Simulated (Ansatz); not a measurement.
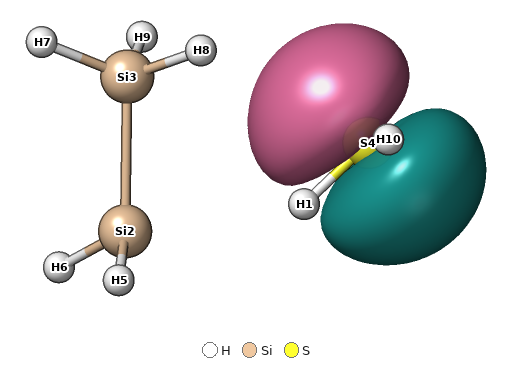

Figure. H2S···H5Si2 (doublet). One frontier orbital at ±0.1 Å⁻³ᐟ² (teal and pink are the two phases), seen at a tilt.

The product side of a reaction path; geometry: PBE0-D4/def2-TZVP.

The calculation used Ansatz, UKS PBE0-D4/def2-TZVPP.

```csv
atom,x (Å),y (Å),z (Å)
H,-1.1518,-1.0255,-1.4890
Si,0.4793,1.2579,-0.8126
Si,0.8187,0.0637,1.1555
S,-1.6651,-2.1815,-1.0242
H,-0.2575,2.5408,-0.6494
H,1.6991,1.4717,-1.6377
H,1.6999,0.8095,2.0983
H,-0.4947,-0.1614,1.8117
H,1.4525,-1.2391,0.8328
H,-2.5806,-1.5362,-0.2855
```

Question: Which orbital is it: HOMO (β) or LUMO (β)?

Answer: The HOMO (β), at −7.49 eV. By Hirshfeld shares it lies mainly on S4 (about 90 %); largely a lone pair of S4.
